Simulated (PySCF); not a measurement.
# BHO2 (oxoborinic acid): B3LYP/STO-6G

What is the energy change on altering one bond length of BHO2 (oxoborinic acid) at B3LYP/STO-6G? Input form: a Python script.

The results are computed with PySCF 2.14.0.

6 further runs of the same task are left out: 6 set aside as unsound or not needed.

## Step 1: The molecule

BHO2: 4 atoms, total charge 0, spin state singlet. SMILES: `O=BO`. Geometry: relaxed at PBE0-D4/def2-TZVP.

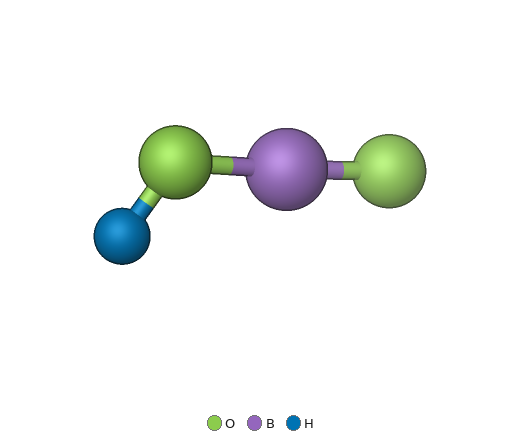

The structure, seen from a chosen angle (oxygen green, boron purple, hydrogen blue).

## Step 2: The energy at B3LYP/STO-6G

calc.py reads:

```python
from pyscf import gto, dft

mol = gto.M(
    atom='''
O       -1.555100       0.523500       0.428500
B       -0.423900       0.132000       0.248600
O        0.816700      -0.302000       0.108600
H        1.162300      -0.353500      -0.785700
''',
    spin=0,
    max_memory=1860,
    verbose=4,
    basis='sto-6g',
)

ks = dft.RKS(mol)
ks.xc = 'b3lyp'
ks.grids.level = 5
ks.conv_tol = 1e-10
ks.kernel()
if not ks.converged:
    ks = ks.newton().run(ks.mo_coeff, ks.mo_occ)

e_tot = ks.e_tot
print('E = %.10f Eh' % e_tot)
```

Command:

```sh
$ OMP_NUM_THREADS=1 python calc.py
```

The log of the run:

```text
PySCF version 2.14.0

[INPUT] num. atoms = 4
[INPUT] num. electrons = 22
[INPUT] charge = 0
[INPUT] spin (= nelec alpha-beta = 2S) = 0
[INPUT] symmetry False subgroup None
[INPUT] Mole.unit = angstrom
[INPUT] Symbol           X                Y                Z      unit          X                Y                Z       unit  Magmom
[INPUT]  1 O     -1.555100000000   0.523500000000   0.428500000000 AA   -2.938713096311   0.989271626210   0.809747644376 Bohr   0.0
[INPUT]  2 B     -0.423900000000   0.132000000000   0.248600000000 AA   -0.801054904203   0.249443848443   0.469785914567 Bohr   0.0
[INPUT]  3 O      0.816700000000  -0.302000000000   0.108600000000 AA    1.543339325932  -0.570697289619   0.205224257128 Bohr   0.0
[INPUT]  4 H      1.162300000000  -0.353500000000  -0.785700000000 AA    2.196428674582  -0.668018185034  -1.484757816071 Bohr   0.0

nuclear repulsion = 54.0055766008979
number of shells = 10
number of NR pGTOs = 96
number of NR cGTOs = 16
basis = sto-6g
ecp = {}

******** <class 'pyscf.dft.rks.RKS'> ********
method = RKS
initial guess = minao
damping factor = 0
level_shift factor = 0
DIIS = <class 'pyscf.scf.diis.CDIIS'>
diis_start_cycle = 1
diis_space = 8
diis_damp = 0
SCF conv_tol = 1e-10
SCF conv_tol_grad = None
SCF max_cycles = 50
direct_scf = True
direct_scf_tol = 1e-13
XC library pyscf.dft.libxc version 7.0.0
    S. Lehtola, C. Steigemann, M. J.T. Oliveira, and M. A.L. Marques.,  SoftwareX 7, 1–5 (2018)
XC functionals = b3lyp
    P. J. Stephens, F. J. Devlin, C. F. Chabalowski, and M. J. Frisch.,  J. Phys. Chem. 98, 11623 (1994)
radial grids:
    Treutler-Ahlrichs [JCP 102, 346 (1995); DOI:10.1063/1.469408] (M4) radial grids

becke partition: Becke, JCP 88, 2547 (1988); DOI:10.1063/1.454033
pruning grids: <function nwchem_prune>
grids dens level: 5
symmetrized grids: False
atomic radii adjust function: <function treutler_atomic_radii_adjust>
small_rho_cutoff = 0
Set gradient conv threshold to 1e-05
Initial guess from minao.
tot grids = 152656
init E= -175.638737066316
  HOMO = -0.386958224652006  LUMO = 0.076488571159478  gap/eV = 12.61103
cycle= 1 E= -175.01413296089  delta_E= 0.625  |g|= 0.798  |ddm|= 2.83
  HOMO = -0.0633388236831804  LUMO = 0.229356538191675  gap/eV = 7.96465
cycle= 2 E= -174.004244488898  delta_E= 1.01  |g|= 2.15  |ddm|= 2.89
  HOMO = -0.146389859027939  LUMO = 0.180326344485823  gap/eV = 8.89040
cycle= 3 E= -175.198677158351  delta_E= -1.19  |g|= 0.383  |ddm|= 2.17
  HOMO = -0.185545748643767  LUMO = 0.186426420510868  gap/eV = 10.12188
cycle= 4 E= -175.237679100985  delta_E= -0.039  |g|= 0.0875  |ddm|= 0.493
  HOMO = -0.196836089049843  LUMO = 0.180178713138914  gap/eV = 10.25910
cycle= 5 E= -175.23985726244  delta_E= -0.00218  |g|= 0.0106  |ddm|= 0.0882
  HOMO = -0.197375149957237  LUMO = 0.18044673357628  gap/eV = 10.28106
cycle= 6 E= -175.239888294897  delta_E= -3.1e-05  |g|= 0.000996  |ddm|= 0.0102
  HOMO = -0.197521370185049  LUMO = 0.180320653715054  gap/eV = 10.28161
cycle= 7 E= -175.239888614262  delta_E= -3.19e-07  |g|= 8.44e-05  |ddm|= 0.00124
  HOMO = -0.197522225220288  LUMO = 0.180323004528798  gap/eV = 10.28169
cycle= 8 E= -175.239888616276  delta_E= -2.01e-09  |g|= 3.44e-06  |ddm|= 0.0001
  HOMO = -0.197522141630064  LUMO = 0.180322964830588  gap/eV = 10.28169
cycle= 9 E= -175.239888616279  delta_E= -3.89e-12  |g|= 1.45e-07  |ddm|= 4.21e-06
  HOMO = -0.197522144141538  LUMO = 0.18032298302684  gap/eV = 10.28169
Extra cycle  E= -175.239888616279  delta_E= 1.42e-13  |g|= 1.3e-07  |ddm|= 4.23e-07
converged SCF energy = -175.239888616279
E = -175.2398886163 Eh
```

It took 3 s on 1 thread of Intel Xeon 6975P-C (Granite Rapids), shared host; peak memory 0.18 GiB.

## Step 3: The distorted shape

mol.xyz reads:

```xyz
4

O     -1.624233     0.533802     0.607393
B     -0.493033     0.142302     0.427493
O      0.747567    -0.291698     0.287493
H      1.162300    -0.353500    -0.785700
```

job.py reads:

```python
from pyscf import gto, dft

mol = gto.Mole()
mol.atom = 'mol.xyz'
mol.basis = 'sto-6g'
mol.verbose = 3
mol.max_memory = 1860
mol.build()

myscf = dft.RKS(mol)
myscf.xc = 'b3lyp'
myscf.conv_tol = 1e-10
myscf.grids.level = 5
myscf.kernel()
if not myscf.converged:
    myscf = myscf.newton().run(myscf.mo_coeff, myscf.mo_occ)

e_tot = myscf.e_tot
print(f'total energy: {e_tot:.8f} hartree')
```

Command:

```sh
$ OMP_NUM_THREADS=1 python job.py
```

The log of the run:

```text
converged SCF energy = -175.227438877599
total energy: -175.22743888 hartree
```

Wall time 3.3 s (1 thread of Intel Xeon 6975P-C (Granite Rapids), shared host); peak memory 0.18 GiB.

## Step 4: Summary of results

Level: B3LYP/STO-6G.

```
                                                         quantity          value
                                        first shape: total energy  -175.23989 Eh
                                       first shape: dipole moment         2.70 D
                                         first shape: HOMO energy       -5.37 eV
                                         first shape: LUMO energy        4.91 eV
                                       first shape: HOMO–LUMO gap       10.28 eV
                                    distorted shape: total energy  -175.22744 Eh
                                   distorted shape: dipole moment         2.70 D
                                     distorted shape: HOMO energy       -5.28 eV
                                     distorted shape: LUMO energy        3.13 eV
                                   distorted shape: HOMO–LUMO gap        8.41 eV
energy change with the O3–H4 bond stretched from 0.960 to 1.152 Å       0.339 eV
```

With the O3–H4 bond stretched from 0.960 to 1.152 Å the energy rises by 0.34 eV (7.8 kcal/mol). The first shape isn't relaxed at this level, so the change isn't measured from a minimum. The minimal basis adds a large error of its own.
